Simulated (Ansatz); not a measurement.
**CH$_{5}$BOSi: geometry relaxation (part 2 of 2)**

CH$_{5}$BOSi, SMILES B[SiH]1CO1; RKS BLYP-D4/cc-pVDZ (Ansatz 0.2.0). It belongs to a series of runs on one base structure; here: end point B relaxed.

Geometry of the input (Å):
```
B  -0.3722  1.6414  -0.1713
Si 0.6895  0.1179  0.0801
C  2.4474  0.4350  0.5673
O  2.1685  0.2639  -0.7755
H  -0.8405  1.9282  -1.2754
H  -0.6862  2.3987  0.7315
H  0.1654  -1.2539  -0.2302
H  2.6728  1.4027  0.8843
H  2.9887  -0.4897  0.8845
```

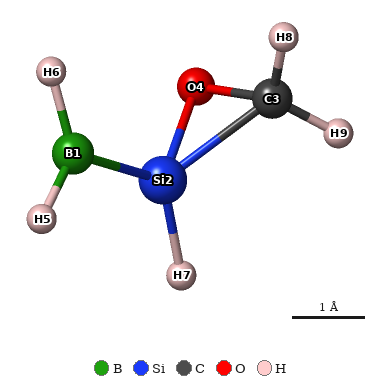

*The geometry at step 12 of the log (ball-and-stick view, seen at a tilt; atoms are numbered from 1 in the order of the input).*

**Trajectory as extended XYZ, continued**
```
9
Properties=species:S:1:pos:R:3:forces:R:3 step=5 energy=-11716.14309
B    -0.5084    1.6909   -0.2385    0.1340  -0.0070   0.0664
Si    0.7178    0.1155   -0.0069   -0.3277  -0.0474  -0.1233
C     2.4316    0.3290    0.6462    0.2406   0.1138  -0.1008
O     2.2243    0.5423   -0.8208    0.0542  -0.0153   0.2190
H    -1.2770    1.7243   -1.1746   -0.0545   0.0192   0.0742
H    -0.4057    2.6487    0.4991   -0.0143  -0.0059  -0.1131
H     0.2345   -1.2889   -0.2519    0.0322  -0.0279  -0.0214
H     2.7595    1.2412    1.1799   -0.0374   0.0021   0.0027
H     3.0569   -0.5588    0.8627   -0.0271  -0.0317  -0.0036
9
Properties=species:S:1:pos:R:3:forces:R:3 step=6 energy=-11716.17584
B    -0.4962    1.6911   -0.2535   -0.1405   0.0534   0.0326
Si    0.7178    0.1163   -0.0417   -0.2635  -0.1084  -0.0549
C     2.4233    0.3317    0.6641    0.1211   0.0494  -0.2147
O     2.2514    0.5676   -0.7914    0.1360  -0.0098   0.1568
H    -1.4205    1.6616   -1.0549    0.1703   0.0828   0.2354
H    -0.2621    2.6979    0.3941   -0.0491  -0.1158  -0.2266
H     0.2618   -1.2931   -0.3260    0.0603   0.0331  -0.0248
H     2.7199    1.2350    1.2257    0.0039   0.0409   0.0508
H     3.0379   -0.5639    0.8789   -0.0386  -0.0256   0.0454
9
Properties=species:S:1:pos:R:3:forces:R:3 step=7 energy=-11716.21265
B    -0.4936    1.6943   -0.2590   -0.2013  -0.4898  -0.1470
Si    0.7137    0.1183   -0.0791   -0.1193  -0.0625   0.0305
C     2.4177    0.3331    0.6779   -0.0216   0.1153  -0.2574
O     2.2763    0.6014   -0.7596    0.1647  -0.0751   0.1151
H    -1.5253    1.6224   -0.8962    0.0315   0.0850   0.1089
H    -0.1480    2.7219    0.2381    0.1076   0.3797   0.0836
H     0.2930   -1.2986   -0.3941    0.0822   0.0999  -0.0374
H     2.6833    1.2254    1.2762    0.0018  -0.0367   0.0277
H     3.0164   -0.5740    0.8912   -0.0456  -0.0159   0.0761
9
Properties=species:S:1:pos:R:3:forces:R:3 step=8 energy=-11716.23202
B    -0.4897    1.6812   -0.2788   -0.2420   0.5183   0.2350
Si    0.7195    0.1200   -0.1256   -0.0245  -0.0939  -0.0973
C     2.4122    0.3434    0.6829   -0.0496  -0.0613  -0.1566
O     2.3217    0.5880   -0.7404    0.1299  -0.0287   0.0184
H    -1.6315    1.5867   -0.7363    0.4418   0.1469   0.2266
H    -0.0443    2.7717    0.1365   -0.3247  -0.6511  -0.3833
H     0.3379   -1.2998   -0.4779    0.0696   0.1266   0.0105
H     2.6414    1.2362    1.2941    0.0403  -0.0276   0.0450
H     2.9662   -0.5833    0.9408   -0.0408   0.0710   0.1018
9
Properties=species:S:1:pos:R:3:forces:R:3 step=9 energy=-11716.29300
B    -0.4965    1.6785   -0.2716   -0.1189   0.0568   0.0453
Si    0.7464    0.1379   -0.1992   -0.2435  -0.0033  -0.0707
C     2.4072    0.3448    0.6832   -0.0862  -0.0181   0.0983
O     2.3750    0.5710   -0.7415    0.2905  -0.0371   0.0924
H    -1.6818    1.5772   -0.5430    0.2083   0.0421   0.1122
H    -0.0135    2.7643   -0.0071   -0.1053  -0.1093  -0.0946
H     0.3712   -1.2754   -0.5554    0.0505   0.0309   0.0060
H     2.6145    1.2334    1.3128    0.0110  -0.0098  -0.0961
H     2.9108   -0.5875    1.0171   -0.0063   0.0478  -0.0928
9
Properties=species:S:1:pos:R:3:forces:R:3 step=10 energy=-11716.31469
B    -0.4908    1.6876   -0.2937   -0.3752  -0.1868   0.1916
Si    0.7662    0.1580   -0.2887   -0.1317   0.0655  -0.0736
C     2.3825    0.3405    0.6914    0.1282  -0.0146   0.4188
O     2.4506    0.5313   -0.7171    0.0367   0.0094  -0.3412
H    -1.7143    1.5552   -0.3529    0.4769   0.0334  -0.0101
H    -0.0131    2.7810   -0.1074    0.0024   0.0804  -0.0978
H     0.4016   -1.2604   -0.6170    0.0211  -0.0022  -0.0244
H     2.5921    1.2398    1.3056   -0.0591  -0.0096  -0.0216
H     2.8586   -0.5889    1.0752   -0.0994   0.0245  -0.0416
9
Properties=species:S:1:pos:R:3:forces:R:3 step=11 energy=-11716.32714
B    -0.4664    1.7000   -0.2535   -0.1524   0.0879  -0.1842
Si    0.7911    0.1979   -0.3349    0.1568  -0.1375  -0.0712
C     2.3730    0.3320    0.7145    0.0360  -0.0304  -0.0999
O     2.4988    0.4788   -0.7167   -0.0017   0.0807   0.1457
H    -1.6526    1.4601   -0.1881   -0.0089   0.0446   0.0804
H    -0.0906    2.8519   -0.2564    0.0450  -0.0896   0.0689
H     0.4027   -1.2074   -0.7064   -0.0349   0.0574   0.0890
H     2.5980    1.2426    1.3043   -0.0311  -0.0364  -0.0194
H     2.7793   -0.6116    1.1326   -0.0088   0.0234  -0.0092
9
Properties=species:S:1:pos:R:3:forces:R:3 step=12 energy=-11716.32958
B    -0.4751    1.7020   -0.2645   -0.0479  -0.0184  -0.1053
Si    0.7873    0.1998   -0.3560    0.1495  -0.0446   0.0280
C     2.3632    0.3332    0.7065   -0.0145   0.0657  -0.1348
O     2.4931    0.5087   -0.7207    0.0371   0.0482   0.1682
H    -1.6611    1.4869   -0.1691   -0.0475   0.0192   0.0453
H    -0.0681    2.8412   -0.2640    0.0411  -0.0384   0.0415
H     0.4624   -1.2309   -0.6578   -0.1461  -0.0082  -0.0264
H     2.5791    1.2304    1.3204   -0.0046  -0.0642  -0.0487
H     2.7526   -0.6270    1.1006    0.0329   0.0405   0.0323
9
Properties=species:S:1:pos:R:3:forces:R:3 step=13 energy=-11716.33552
B    -0.4725    1.6880   -0.2868    0.0476   0.0827   0.1748
Si    0.7901    0.1838   -0.3542    0.0425  -0.0555  -0.0794
C     2.3633    0.3430    0.7060   -0.0200  -0.0096  -0.0286
O     2.4955    0.5003   -0.7201    0.0149   0.0146   0.0733
H    -1.6601    1.4917   -0.1707   -0.0419   0.0121  -0.0508
H    -0.0387    2.8187   -0.2224   -0.0225  -0.0668  -0.0656
H     0.4176   -1.2323   -0.6867   -0.0096   0.0092   0.0197
H     2.5655    1.2511    1.3071   -0.0121  -0.0242  -0.0285
H     2.7729   -0.6002    1.1232    0.0010   0.0375  -0.0150
9
Properties=species:S:1:pos:R:3:forces:R:3 step=14 energy=-11716.33752
B    -0.4723    1.6832   -0.2652   -0.0546   0.0105  -0.0480
Si    0.7908    0.1768   -0.3598   -0.0132  -0.0015   0.0150
C     2.3609    0.3436    0.7032    0.0228  -0.0284   0.1008
O     2.4975    0.5098   -0.7156   -0.0438   0.0056  -0.0904
H    -1.6717    1.5073   -0.1858    0.1023   0.0035   0.0197
H    -0.0239    2.8067   -0.2247   -0.0080  -0.0110   0.0150
H     0.4122   -1.2399   -0.6814    0.0275   0.0057  -0.0045
H     2.5536    1.2507    1.3079   -0.0142  -0.0056  -0.0022
H     2.7862   -0.5942    1.1168   -0.0188   0.0213  -0.0054
9
Properties=species:S:1:pos:R:3:forces:R:3 step=15 energy=-11716.33736 accepted=F
B    -0.4684    1.6831   -0.2658   -0.0175  -0.0052  -0.0169
Si    0.7900    0.1735   -0.3614   -0.0032   0.0062  -0.0199
C     2.3562    0.3397    0.7035   -0.0243   0.3388   0.0688
O     2.4951    0.5106   -0.7174   -0.0280  -0.0445  -0.0316
H    -1.6636    1.5073   -0.1683    0.0344   0.0064   0.0076
H    -0.0174    2.8052   -0.2310   -0.0051  -0.0021   0.0083
H     0.4177   -1.2421   -0.6913    0.0076  -0.0039  -0.0010
H     2.5427    1.2553    1.3058   -0.0332  -0.1389  -0.0574
H     2.7812   -0.5884    1.1213    0.0694  -0.1567   0.0421
9
Properties=species:S:1:pos:R:3:forces:R:3 step=16 energy=-11716.33846
B    -0.4707    1.6844   -0.2689    0.0064  -0.0016  -0.0044
Si    0.7891    0.1759   -0.3588    0.0071  -0.0022  -0.0060
C     2.3591    0.3434    0.7036   -0.0017   0.0134   0.0304
O     2.4937    0.5098   -0.7182   -0.0157  -0.0002  -0.0159
H    -1.6649    1.5069   -0.1794    0.0032  -0.0010   0.0080
H    -0.0232    2.8072   -0.2250    0.0032   0.0026  -0.0006
H     0.4174   -1.2413   -0.6831    0.0055  -0.0001  -0.0020
H     2.5492    1.2513    1.3079   -0.0062  -0.0081  -0.0084
H     2.7838   -0.5934    1.1173   -0.0018  -0.0027  -0.0011
9
Properties=species:S:1:pos:R:3:forces:R:3 step=17 energy=-11716.33861
B    -0.4689    1.6838   -0.2688    0.0082  -0.0064   0.0031
Si    0.7887    0.1738   -0.3615    0.0052   0.0046  -0.0103
C     2.3563    0.3445    0.7036   -0.0050   0.0223   0.0105
O     2.4927    0.5101   -0.7189   -0.0073  -0.0033  -0.0012
H    -1.6627    1.5086   -0.1725   -0.0033   0.0006   0.0041
H    -0.0181    2.8054   -0.2259    0.0014   0.0012  -0.0027
H     0.4211   -1.2442   -0.6858   -0.0017  -0.0024  -0.0019
H     2.5434    1.2535    1.3068   -0.0024  -0.0079  -0.0049
H     2.7810   -0.5913    1.1184    0.0049  -0.0088   0.0034
9
Properties=species:S:1:pos:R:3:forces:R:3 step=18 energy=-11716.33848 accepted=F
B    -0.4638    1.6824   -0.2664    0.0151  -0.0066  -0.0087
Si    0.7920    0.1727   -0.3742   -0.0232   0.0095   0.0126
C     2.3548    0.3478    0.7011   -0.0652  -0.0024   0.0337
O     2.4976    0.5044   -0.7206    0.0292   0.0071  -0.0071
H    -1.6559    1.5059   -0.1536   -0.0030  -0.0014   0.0040
H    -0.0137    2.8047   -0.2283    0.0020  -0.0029   0.0002
H     0.4221   -1.2459   -0.6935    0.0054  -0.0018  -0.0023
H     2.5307    1.2597    1.3031    0.0199  -0.0044  -0.0179
H     2.7696   -0.5874    1.1277    0.0198   0.0030  -0.0145
9
Properties=species:S:1:pos:R:3:forces:R:3 step=19 energy=-11716.33872
B    -0.4666    1.6827   -0.2678    0.0014  -0.0015   0.0007
Si    0.7893    0.1727   -0.3666    0.0051  -0.0009  -0.0080
C     2.3533    0.3459    0.7037   -0.0022   0.0072   0.0053
O     2.4940    0.5086   -0.7189   -0.0053   0.0000  -0.0018
H    -1.6599    1.5087   -0.1628   -0.0010   0.0002   0.0026
H    -0.0145    2.8039   -0.2286    0.0010   0.0009  -0.0009
H     0.4222   -1.2456   -0.6907   -0.0008   0.0000   0.0003
H     2.5380    1.2561    1.3054   -0.0003  -0.0017  -0.0010
H     2.7776   -0.5889    1.1215    0.0022  -0.0043   0.0029
```

**Results in brief**

- outcome: converged
- total energy: −11716.3390 eV
- mean-field energy: −11715.9920 eV
- largest force (length of the vector) at the end: 0.009 eV/Å
- hardware: 1 thread of Intel Xeon @ 2.50GHz (Skylake/Cascade Lake), 189 GiB of memory available, shared host
- wall time: 2 min
- peak memory: 0.15 GiB
